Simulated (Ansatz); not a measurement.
# Pressure series in Ga2O3

The parent structure is Ga$_{2}$O$_{3}$ (space group C2/m, No. 12).

```
Ga2O3
1.0
    6.22799    -1.54164     0.00000
    6.22799     1.54164     0.00000
   -1.39171     0.00000     5.71014
Ga O
4 6
Cartesian
  0.01377   0.00000   4.53799
 11.05050   0.00000   1.17215
  7.76490   0.00000   1.79402
  3.29937   0.00000   3.91611
  1.88440   0.00000   0.62328
  9.17987   0.00000   5.08686
  1.37815   0.00000   3.22245
  9.68612   0.00000   2.48769
  5.82098   0.00000   1.46578
  5.24329   0.00000   4.24436
```

Cell and atoms are relaxed at each pressure.

Levels (all Ansatz, an electronic-structure program, PAW, earlier PAW set): PBE (420 eV, scalar-relativistic without spin-orbit coupling); r2SCAN (500 eV, without spin-orbit coupling).

The base cell above is that of PBE; each level relaxes its own structures.

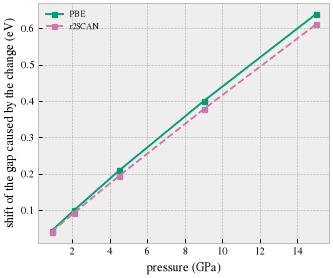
Shift of the gap caused by the change under two levels

Task: How do the two levels compare along the series?

Result: The two levels differ by at most about 0.03 eV. They put the cases in the same order.

Load acts through the strain it causes; cell and atoms are relaxed under it. No phonon test of stability was made. No other phases were tried under pressure.
